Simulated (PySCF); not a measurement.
# AlH₃Cl (charge −1): single-point calculation

The run: single-point calculation of AlH₃Cl, charge −1, multiplicity 3. Method and program: PBE0/STO-3G, UKS (PySCF 2.14.0).

The geometry is that of the parent species in another charge or spin state. The geometry comes from this level: GFN2-xTB.

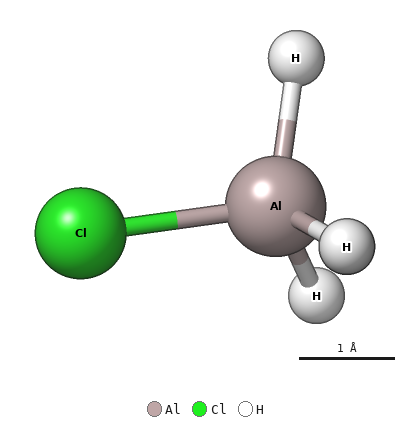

Fig. 1: The structure as given in the input (ball-and-stick view, seen at a tilt). Sticks mark near contacts. Bond lengths as drawn: Al–Cl 2.10 Å and Al–H 1.61 Å.

Key numbers

```csv
quantity,value
outcome,converged
total energy,−695.813105 hartree
basis functions,21
⟨S²⟩,2.002
hardware,"1 thread of Intel Xeon @ 2.50GHz (Skylake/Cascade Lake), 16 GiB of memory available, shared host"
wall time,10 s
peak memory,0.22 GiB
```

Remarks

The record of the run, not the program, notes: dipole of an ion depends on the origin; logged alpha LUMO and gap are faulty.

Input (job.py)
```python
from pyscf import gto, dft

mol = gto.M(
    atom='''
Al    -0.004630     0.000794    -0.253620
Cl     0.026173    -0.034695     3.707284
H      2.895249     0.022072    -1.165942
H     -1.465275     2.521632    -1.115770
H     -1.451518    -2.509802    -1.171933
''',
    spin=2,
    verbose=4,
    max_memory=1860,
    basis='sto-3g',
    charge=-1,
    unit='bohr',
)

mf = dft.UKS(mol)
mf.xc = 'pbe0'
mf.grids.level = 5
mf.conv_tol = 1e-10
mf.kernel()
if not mf.converged:
    mf = mf.newton().run(mf.mo_coeff, mf.mo_occ)

etot = mf.e_tot
print('E = %.10f Eh' % etot)
```

Launch command:
```bash
OMP_NUM_THREADS=1 python job.py
```

What the program printed
```
PySCF version 2.14.0

[INPUT] num. atoms = 5
[INPUT] num. electrons = 34
[INPUT] charge = -1
[INPUT] spin (= nelec alpha-beta = 2S) = 2
[INPUT] symmetry False subgroup None
[INPUT] Mole.unit = bohr
[INPUT] Symbol           X                Y                Z      unit          X                Y                Z       unit  Magmom
[INPUT]  1 Al    -0.002450090487   0.000420166705  -0.134209924234 AA   -0.004630000000   0.000794000000  -0.253620000000 Bohr   0.0
[INPUT]  2 Cl     0.013850155141  -0.018359803333   1.961810207208 AA    0.026173000000  -0.034695000000   3.707284000000 Bohr   0.0
[INPUT]  3 H      1.532099790739   0.011679999399  -0.616989935654 AA    2.895249000000   0.022072000000  -1.165942000000 Bohr   0.0
[INPUT]  4 H     -0.775390137731   1.334390188727  -0.590440056628 AA   -1.465275000000   2.521632000000  -1.115770000000 Bohr   0.0
[INPUT]  5 H     -0.768110246840  -1.328130022321  -0.620160236325 AA   -1.451518000000  -2.509802000000  -1.171933000000 Bohr   0.0

nuclear repulsion = 78.2294500317201
number of shells = 13
number of NR pGTOs = 63
number of NR cGTOs = 21
basis = sto-3g
ecp = {}

******** <class 'pyscf.dft.uks.UKS'> ********
method = UKS
initial guess = minao
damping factor = 0
level_shift factor = 0
DIIS = <class 'pyscf.scf.diis.CDIIS'>
diis_start_cycle = 1
diis_space = 8
diis_damp = 0
SCF conv_tol = 1e-10
SCF conv_tol_grad = None
SCF max_cycles = 50
direct_scf = True
direct_scf_tol = 1e-13
number electrons alpha = 18  beta = 16
XC library pyscf.dft.libxc version 7.0.0
    S. Lehtola, C. Steigemann, M. J.T. Oliveira, and M. A.L. Marques.,  SoftwareX 7, 1–5 (2018)
XC functionals = pbe0
radial grids:
    Treutler-Ahlrichs [JCP 102, 346 (1995); DOI:10.1063/1.469408] (M4) radial grids

becke partition: Becke, JCP 88, 2547 (1988); DOI:10.1063/1.454033
pruning grids: <function nwchem_prune>
grids dens level: 5
symmetrized grids: False
atomic radii adjust function: <function treutler_atomic_radii_adjust>
small_rho_cutoff = 0
Set gradient conv threshold to 1e-05
tot grids = 156720
init E= -695.651041269987
  alpha nocc = 18  HOMO = 0.156391652311039  LUMO = 0.24270850655616

WARN: beta  nocc = 16  HOMO -0.314734383417855 >= LUMO -0.314506633255791

WARN: HOMO 0.156391652311039 >= LUMO -0.314506633255791

cycle= 1 E= -695.770752975229  delta_E= -0.12  |g|= 0.136  |ddm|= 2.72
  alpha nocc = 18  HOMO = 0.464430286748819  LUMO = 0.670273081468673
  beta  nocc = 16  HOMO = 0.12985393970162  LUMO = 0.137403523226356

WARN: HOMO 0.464430286748819 >= LUMO 0.137403523226356

cycle= 2 E= -695.678446162608  delta_E= 0.0923  |g|= 0.261  |ddm|= 1.88
  alpha nocc = 18  HOMO = 0.487916314429202  LUMO = 0.666699717799045
  beta  nocc = 16  HOMO = 0.104820614695509  LUMO = 0.140120593186377

WARN: HOMO 0.487916314429202 >= LUMO 0.140120593186377

cycle= 3 E= -695.809061246542  delta_E= -0.131  |g|= 0.0288  |ddm|= 1.15
  alpha nocc = 18  HOMO = 0.482802638140756  LUMO = 0.66297453745584
  beta  nocc = 16  HOMO = 0.0935023377246935  LUMO = 0.151784865567896

WARN: HOMO 0.482802638140756 >= LUMO 0.151784865567896

cycle= 4 E= -695.81087296308  delta_E= -0.00181  |g|= 0.0199  |ddm|= 0.238
  alpha nocc = 18  HOMO = 0.47805913201596  LUMO = 0.661513004880804
  beta  nocc = 16  HOMO = 0.0980634191570559  LUMO = 0.15411875526263

WARN: HOMO 0.47805913201596 >= LUMO 0.15411875526263

cycle= 5 E= -695.811927819499  delta_E= -0.00105  |g|= 0.00776  |ddm|= 0.162
  alpha nocc = 18  HOMO = 0.47549200496764  LUMO = 0.662413006923185
  beta  nocc = 16  HOMO = 0.0981132541673425  LUMO = 0.15742778772463

WARN: HOMO 0.47549200496764 >= LUMO 0.15742778772463

cycle= 6 E= -695.812599999707  delta_E= -0.000672  |g|= 0.00552  |ddm|= 0.19
  alpha nocc = 18  HOMO = 0.47317557196144  LUMO = 0.662979072579312
  beta  nocc = 16  HOMO = 0.097800268173338  LUMO = 0.159664631322592

WARN: HOMO 0.47317557196144 >= LUMO 0.159664631322592

cycle= 7 E= -695.812893079032  delta_E= -0.000293  |g|= 0.00309  |ddm|= 0.126
  alpha nocc = 18  HOMO = 0.470678860581077  LUMO = 0.664320898978063
  beta  nocc = 16  HOMO = 0.0969236191107393  LUMO = 0.162751837749178

WARN: HOMO 0.470678860581077 >= LUMO 0.162751837749178

cycle= 8 E= -695.813075888331  delta_E= -0.000183  |g|= 0.00166  |ddm|= 0.145
  alpha nocc = 18  HOMO = 0.470377034464503  LUMO = 0.664900859655271
  beta  nocc = 16  HOMO = 0.0967029569423553  LUMO = 0.163475230217662

WARN: HOMO 0.470377034464503 >= LUMO 0.163475230217662

cycle= 9 E= -695.813096281121  delta_E= -2.04e-05  |g|= 0.000784  |ddm|= 0.0397
  alpha nocc = 18  HOMO = 0.470312393617664  LUMO = 0.664925143930787
  beta  nocc = 16  HOMO = 0.0964589554103032  LUMO = 0.163831825914865

WARN: HOMO 0.470312393617664 >= LUMO 0.163831825914865

cycle= 10 E= -695.813102481893  delta_E= -6.2e-06  |g|= 0.000449  |ddm|= 0.0199
  alpha nocc = 18  HOMO = 0.470172411011238  LUMO = 0.664864907082856
  beta  nocc = 16  HOMO = 0.0964174490155215  LUMO = 0.163914781414379

WARN: HOMO 0.470172411011238 >= LUMO 0.163914781414379

cycle= 11 E= -695.81310372095  delta_E= -1.24e-06  |g|= 0.000298  |ddm|= 0.00703
  alpha nocc = 18  HOMO = 0.470284583770247  LUMO = 0.664855037025794
  beta  nocc = 16  HOMO = 0.0964172584523356  LUMO = 0.1638589621151

WARN: HOMO 0.470284583770247 >= LUMO 0.1638589621151

cycle= 12 E= -695.813104416178  delta_E= -6.95e-07  |g|= 0.000218  |ddm|= 0.00574
  alpha nocc = 18  HOMO = 0.470191305303199  LUMO = 0.664847390937038
  beta  nocc = 16  HOMO = 0.096420156971354  LUMO = 0.163891101710241

WARN: HOMO 0.470191305303199 >= LUMO 0.163891101710241

cycle= 13 E= -695.81310493545  delta_E= -5.19e-07  |g|= 8.66e-05  |ddm|= 0.00708
  alpha nocc = 18  HOMO = 0.470223031948868  LUMO = 0.664848073707372
  beta  nocc = 16  HOMO = 0.0964180000164356  LUMO = 0.163876313413417

WARN: HOMO 0.470223031948868 >= LUMO 0.163876313413417

cycle= 14 E= -695.813105008921  delta_E= -7.35e-08  |g|= 1.76e-05  |ddm|= 0.0032
  alpha nocc = 18  HOMO = 0.470232534939288  LUMO = 0.664855115314845
  beta  nocc = 16  HOMO = 0.0964260666160517  LUMO = 0.16386688979075

WARN: HOMO 0.470232534939288 >= LUMO 0.16386688979075

cycle= 15 E= -695.813105010459  delta_E= -1.54e-09  |g|= 4.62e-06  |ddm|= 0.000332
  alpha nocc = 18  HOMO = 0.470230356636501  LUMO = 0.664854947218911
  beta  nocc = 16  HOMO = 0.0964256123495346  LUMO = 0.163868150766723

WARN: HOMO 0.470230356636501 >= LUMO 0.163868150766723

cycle= 16 E= -695.813105010573  delta_E= -1.15e-10  |g|= 5.6e-07  |ddm|= 0.000133
  alpha nocc = 18  HOMO = 0.470230582752984  LUMO = 0.664854786866935
  beta  nocc = 16  HOMO = 0.0964255973279684  LUMO = 0.163867975884307

WARN: HOMO 0.470230582752984 >= LUMO 0.163867975884307

cycle= 17 E= -695.813105010575  delta_E= -1.25e-12  |g|= 2.4e-07  |ddm|= 1.46e-05
  alpha nocc = 18  HOMO = 0.470230599340906  LUMO = 0.664854754296186
  beta  nocc = 16  HOMO = 0.0964255719958973  LUMO = 0.163867954294086
```

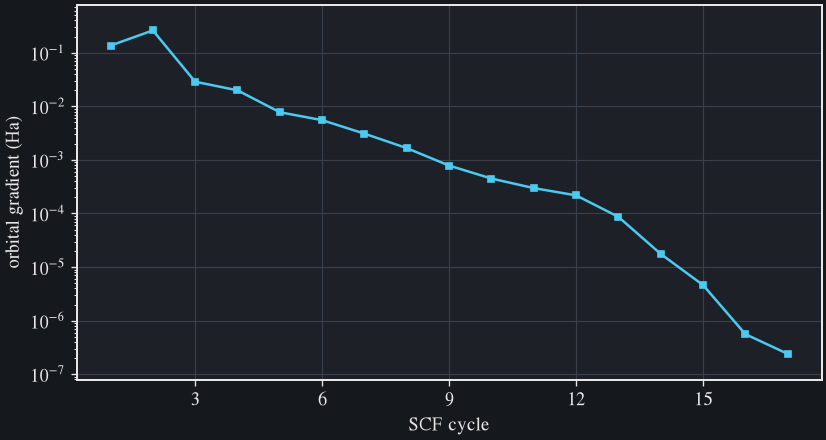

Fig. 2: Convergence of the self-consistent field: orbital gradient against the SCF cycle. The residual falls almost steadily, with no more than small rises.

```
WARN: HOMO 0.470230599340906 >= LUMO 0.163867954294086

Extra cycle  E= -695.813105010575  delta_E= 1.14e-13  |g|= 1.16e-07  |ddm|= 2.27e-06
converged SCF energy = -695.813105010575  <S^2> = 2.0024382  2S+1 = 3.001625
E = -695.8131050106 Eh
```
